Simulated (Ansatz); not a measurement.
**TaC+ (triplet): correlated methods under varied settings**

What do other methods and options give for TaC+ (triplet) at this geometry, and how long do they take?

The runs use Ansatz 0.2.0, Gaussian basis; the settings change from run to run.

24 further runs of the same task are left out: 11 for a known fault of the program, 4 that didn't finish, 9 set aside as unsound or not needed.

### Step 1. What is computed

The geometry is a PBE0/def2-TZVP stationary point (not a proven minimum) of the parent state, kept for this charge and spin. No spin-orbit coupling is included. Elements past krypton take def2 core potentials.

2 atoms, charge 1, spin multiplicity 3.

Atoms are counted from 1 here; the program's logs count them from 0.

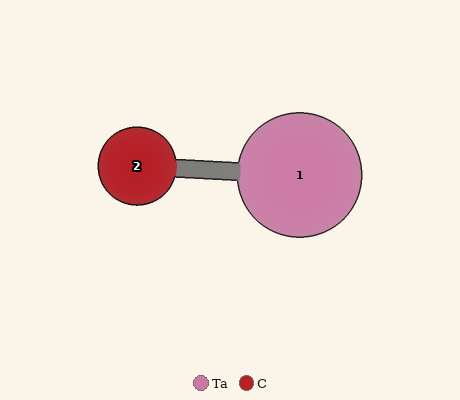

The structure; tantalum pink, carbon red; atoms are numbered from 1 in the order of the file.

### Step 2. CISD/def2-SVP

Input file in.yaml:

```yaml
crystal:
  periodic: [false, false, false]
  atoms:
    - {symbol: Ta, position_ang: [0.000000, 0.000000, 0.000000]}
    - {symbol: C, position_ang: [0.000000, 0.000000, 1.745600]}
basis:
  gaussian: {orbitals: def2-SVP, fitting: {mean_field: def2-universal-jkfit}}
total_charge: 1
magnetization: {spin_polarized: false, initial_magnetization: 2}
correlation: {active_space: {ras: {orbitals: [3, 2, 36], electrons: 8, max_holes: 2, max_particles: 2}, fixed_orbitals: true}}
```

Run with:

```bash
> ansatz run in.yaml --threads 1 --pin off --events-out ev --progress --plain --max-ram 2393MiB
```

Log:

```text
Functional definition: HF
  name "HF"
  cite "Fock, Z. Phys. 61, 126 (1930) doi:10.1007/BF01340294"
  parent pbe
  exchange = exact_x
  correlation = 0
302 factors; integrals over basis functions are off by at most 8.7e-2 eV
mean field evaluation 1: about -2537.7928 eV, gradient 6.3e1 eV
mean field evaluation 2: about -2510.7430 eV, gradient 1.1e2 eV
mean field evaluation 4: about -2550.1749 eV, gradient 3.2e0 eV
mean field evaluation 8: about -2550.2591 eV, gradient 7.3e-4 eV
mean field evaluation 16: about -2549.7252 eV, gradient 1.5e0 eV
mean field evaluation 32: about -2548.1421 eV, gradient 3.4e0 eV
mean field evaluation 64: about -2550.1148 eV, gradient 4.3e0 eV
mean field evaluation 96: about -2550.2475 eV, gradient 6.1e-1 eV
mean field evaluation 128: about -2545.4920 eV, gradient 1.2e0 eV
mean field evaluation 160: about -2550.1714 eV, gradient 2.5e0 eV
mean field -2550.25909647 eV, -93.7202931677 hartree, gradient 1.9e-6 eV, S^2 2.000000; 15 other end points of the search recorded, 0 dependent functions left out
reference -2550.25909647 eV, -93.7202931677 hartree; 10, 8 occupied and 36, 38 virtual orbitals, 302 factors
state -2555.80739995 eV, -93.9241895598 hartree
Total energy: -2555.80739995 eV, -93.9241895598 hartree
```

Run time: 3.2 s. Hardware: 1 thread of Arm Neoverse V1, shared host.

From the report: 27,623 determinants.

### Step 3. CCSD on UHF/def2-SVP

Input file in.yaml:

```yaml
crystal:
  periodic: [false, false, false]
  atoms:
    - {symbol: Ta, position_ang: [0.000000, 0.000000, 0.000000]}
    - {symbol: C, position_ang: [0.000000, 0.000000, 1.745600]}
basis:
  gaussian: {orbitals: def2-SVP}
total_charge: 1
magnetization: {spin_polarized: true, initial_magnetization: 2}
correlation: {method: ccsd, electrons: valence}
accuracy: high
scf: {lower_state_search: off}
output: {forces: true}
```

Same command.

Log (excerpt; [...] marks lines left out):

```text
Functional definition: HF
  name "HF"
  cite "Fock, Z. Phys. 61, 126 (1930) doi:10.1007/BF01340294"
  parent pbe
[...]
917 factors; integrals over basis functions are off by at most 3.2e-9 eV
[...]
mean field -2550.65558694 eV, -93.7348639235 hartree, gradient 5.9e-8 eV, S^2 2.603380; 0 other end points of the search recorded, 0 dependent functions left out
1 core orbitals not correlated: weight in the atoms' cores, before any rotation towards them, 1.000 or more for the frozen orbitals, at most 0.000 for the correlated occupied ones
reference -2550.65558694 eV, -93.7348639235 hartree; 9, 7 occupied and 36, 38 virtual orbitals, 917 factors
second order -8.04366565 eV of doubles, -0.00000000 eV of singles
cycle   1  -7.80603388 eV  change    2.4e-1 eV  update   1.5e-1
[...]
cycle  30  -8.85626801 eV  change   1.3e-10 eV  update   1.9e-9
[...]
Total energy: -2559.51185495 eV, -94.0603257698 hartree
Atom 0 at     0.000000     0.000000     0.000000 Å, force    -0.000000    -0.000000    -1.201861 eV/Å
Atom 1 at     0.000000     0.000000     1.745600 Å, force     0.000000     0.000000     1.201861 eV/Å
Dipole moment:    -0.000000     0.000000    -0.563331 e Å
Checks for a lower state left out: starts, cluster_reference, orbital_swaps, neighbouring_geometries, increment
```

It took 14 s on 1 thread of Arm Neoverse V1, shared host; peak memory 0.26 GiB.

From the report: ⟨S²⟩ of the determinant 2.603 (pure triplet: 2.00); correlation -8.8563 eV; T1 0.076; largest double amplitude 0.09. The determinant is far from a pure spin state, so its energy mixes those of several spin states (harmless only where they are near-degenerate, as at dissociation).

### Step 4. BCCD/def2-SVP

Input file in.yaml:

```yaml
crystal:
  periodic: [false, false, false]
  atoms:
    - {symbol: Ta, position_ang: [0.000000, 0.000000, 0.000000]}
    - {symbol: C, position_ang: [0.000000, 0.000000, 1.745600]}
basis:
  gaussian: {orbitals: def2-SVP}
total_charge: 1
magnetization: {spin_polarized: false, initial_magnetization: 2}
hamiltonian: {xc: {name: B3LYP}}
correlation: {method: bccd, electrons: outside_noble_gas}
```

The command is unchanged.

Log (excerpt; [...] marks lines left out):

```text
Functional definition: B3LYP
  name "B3LYP"
  cite "Stephens, Devlin, Chabalowski & Frisch, J. Phys. Chem. 98, 11623 (1994) doi:10.1021/j100096a001"
  cite "Becke, Phys. Rev. A 38, 3098 (1988) doi:10.1103/PhysRevA.38.3098"
  cite "Lee, Yang & Parr, Phys. Rev. B 37, 785 (1988) doi:10.1103/PhysRevB.37.785"
  cite "Vosko, Wilk & Nusair, Can. J. Phys. 58, 1200 (1980) doi:10.1139/p80-159"
[...]
461 factors; integrals over basis functions are off by at most 1.1e-3 eV
[...]
mean field -2573.00582904 eV, -94.5562201711 hartree, gradient 3.7e-6 eV, S^2 2.000000; 6 other end points of the search recorded, 0 dependent functions left out
unrestricted determinant -2550.65553146 eV, -93.7348618846 hartree, S^2 2.6034
5 core orbitals not correlated: weight in the atoms' cores, before any rotation towards them, 0.991 or more for the frozen orbitals, at most 0.006 for the correlated occupied ones
reference -2549.90723587 eV, -93.7073625291 hartree; 5, 3 occupied and 36, 38 virtual orbitals, 461 factors
second order -6.67777465 eV of doubles, -0.31717894 eV of singles
cycle   1  -5.70823799 eV  change     1.3e0 eV  update   1.6e-1
[...]
cycle  15  -6.26609340 eV  change    7.7e-6 eV  update   3.7e-6
Total energy: -2556.17332927 eV, -93.9376372143 hartree
```

Run time: 5.5 s. Hardware: 1 thread of Arm Neoverse V1, shared host.

From the report: correlation -6.2661 eV; largest double amplitude 0.08.

### Step 5. CCSD on ROHF/def2-SVP

in.yaml, as its differences from that of step 4:

```diff
@@ -9,3 +9,4 @@
 magnetization: {spin_polarized: false, initial_magnetization: 2}
-hamiltonian: {xc: {name: B3LYP}}
-correlation: {method: bccd, electrons: outside_noble_gas}
+correlation: {method: ccsd, electrons: outside_noble_gas}
+scf: {lower_state_search: full}
+output: {forces: true}
```

Launched as before.

Log (excerpt; [...] marks lines left out):

```text
Functional definition: HF
  name "HF"
  cite "Fock, Z. Phys. 61, 126 (1930) doi:10.1007/BF01340294"
  parent pbe
[...]
461 factors; integrals over basis functions are off by at most 1.1e-3 eV
[...]
mean field -2550.25956982 eV, -93.7203105629 hartree, gradient 2.8e-6 eV, S^2 2.000000; 32 other end points of the search recorded, 0 dependent functions left out
[...]
determinant -2550.25956982 eV, -93.7203105629 hartree, with singles and doubles -2556.25478010 eV, -93.9406304770 hartree
determinant -2550.12085756 eV, -93.7152129815 hartree, with singles and doubles -2556.08228224 eV, -93.9342912977 hartree
determinant -2549.40875570 eV, -93.6890437205 hartree, with singles and doubles -2555.35310196 eV, -93.9074944165 hartree
determinant -2549.30831962 eV, -93.6853527628 hartree, with singles and doubles -2555.19817846 eV, -93.9018010830 hartree
[...]
determinant -2550.12085756 eV, -93.7152129815 hartree, with singles and doubles -2556.08789006 eV, -93.9344973811 hartree
unrestricted determinant -2550.65553146 eV, -93.7348618846 hartree, S^2 2.6034
5 core orbitals not correlated: weight in the atoms' cores, before any rotation towards them, 0.991 or more for the frozen orbitals, at most 0.006 for the correlated occupied ones
reference -2550.25956982 eV, -93.7203105629 hartree; 5, 3 occupied and 36, 38 virtual orbitals, 461 factors
second order -6.04799221 eV of doubles, -0.07713574 eV of singles
cycle   1  -5.98895501 eV  change   -7.4e-7 eV  update   6.4e-6
[...]
cycle  13  -5.98895567 eV  change    1.1e-7 eV  update   6.5e-8
[...]
Total energy: -2556.24852549 eV, -93.9404006244 hartree
Atom 0 at     0.000000     0.000000     0.000000 Å, force    -0.000000    -0.000000    -1.650535 eV/Å
Atom 1 at     0.000000     0.000000     1.745600 Å, force    -0.000000     0.000000     1.650535 eV/Å
Dipole moment:    -0.000000    -0.000000    -0.558248 e Å
```

Run time: 17 s. Hardware: 1 thread of Arm Neoverse V1, shared host.

From the report: correlation -5.9890 eV; T1 0.036; largest double amplitude 0.08.

### Step 6. CCSD(T) on UHF/def2-SVP

Input file in.yaml:

```yaml
crystal:
  periodic: [false, false, false]
  atoms:
    - {symbol: Ta, position_ang: [0.000000, 0.000000, 0.000000]}
    - {symbol: C, position_ang: [0.000000, 0.000000, 1.745600]}
basis:
  gaussian: {orbitals: def2-SVP}
total_charge: 1
magnetization: {spin_polarized: true, initial_magnetization: 2}
correlation: {method: ccsd_t, electrons: all}
scf: {lower_state_search: light}
```

Launched as before.

Log (excerpt; [...] marks lines left out):

```text
Functional definition: HF
  name "HF"
  cite "Fock, Z. Phys. 61, 126 (1930) doi:10.1007/BF01340294"
  parent pbe
[...]
461 factors; integrals over basis functions are off by at most 1.1e-3 eV
[...]
mean field -2550.65553146 eV, -93.7348618846 hartree, gradient 2.1e-6 eV, S^2 2.603382; 52 other end points of the search recorded, 0 dependent functions left out
determinant -2550.65553146 eV, -93.7348618846 hartree, with singles and doubles -2559.54861654 eV, -94.0616767335 hartree
determinant -2550.51810193 eV, -93.7298114425 hartree, with singles and doubles -2558.60465294 eV, -94.0269867111 hartree
determinant -2550.45951326 eV, -93.7276583489 hartree, with singles and doubles -2558.41512489 eV, -94.0200216837 hartree
determinant -2550.43959753 eV, -93.7269264592 hartree, with singles and doubles -2559.18721638 eV, -94.0483955226 hartree
[...]
determinant -2547.18476051 eV, -93.6073134049 hartree, with singles and doubles -2554.99033089 eV, -93.8941628254 hartree
determinant -2546.62219414 eV, -93.5866394720 hartree, with singles and doubles -2553.95579715 eV, -93.8561444119 hartree
determinant -2550.65553146 eV, -93.7348618846 hartree, with singles and doubles -2559.56358428 eV, -94.0622267879 hartree
determinant -2550.43959753 eV, -93.7269264592 hartree, with singles and doubles -2559.20242967 eV, -94.0489546008 hartree
determinant -2550.42783124 eV, -93.7264940559 hartree, with singles and doubles -2559.55115378 eV, -94.0617699755 hartree
determinant -2550.38817005 eV, -93.7250365342 hartree, with singles and doubles -2559.19985195 eV, -94.0488598713 hartree
[...]
reference -2550.42783124 eV, -93.7264940559 hartree; 10, 8 occupied and 36, 38 virtual orbitals, 461 factors
second order -8.48053474 eV of doubles, -0.00000000 eV of singles
cycle   1  -9.12332161 eV  change    9.4e-7 eV  update   5.7e-6
perturbative correction -0.48365659 eV, -0.0177740520 hartree
Total energy: -2560.03480943 eV, -94.0795439928 hartree
```

Run time: 41 s. Hardware: 1 thread of Arm Neoverse V1, shared host.

From the report: ⟨S²⟩ of the determinant 2.386 (pure triplet: 2.00); correlation -9.6070 eV; T1 0.065; largest double amplitude 0.09.

### Step 7. The runs in one table

| level | correlated | functions | energy (eV) | time |
| --- | --- | --- | --- | --- |
| CISD/def2-SVP | outside noble gas | 46 | -2555.8074 | 3.2 s |
| CCSD on UHF/def2-SVP | valence | 46 | -2559.5119 | 14 s |
| BCCD/def2-SVP (on B3LYP orbitals) | outside noble gas | 46 | -2556.1733 | 5.5 s |
| CCSD on ROHF/def2-SVP | outside noble gas | 46 | -2556.2485 | 17 s |
| CCSD(T) on UHF/def2-SVP | all | 46 | -2560.0348 | 41 s |

### Step 8. What came out

```
quantity                          value
    runs                              5
quickest           CISD/def2-SVP, 3.2 s
 slowest  CCSD(T) on UHF/def2-SVP, 41 s
```

Total energies in different bases, with other cores or another treatment of relativity can't be set against each other. CCSD(T) on UHF/def2-SVP took 12 times as long as CISD/def2-SVP; the jobs differ in more than the method.
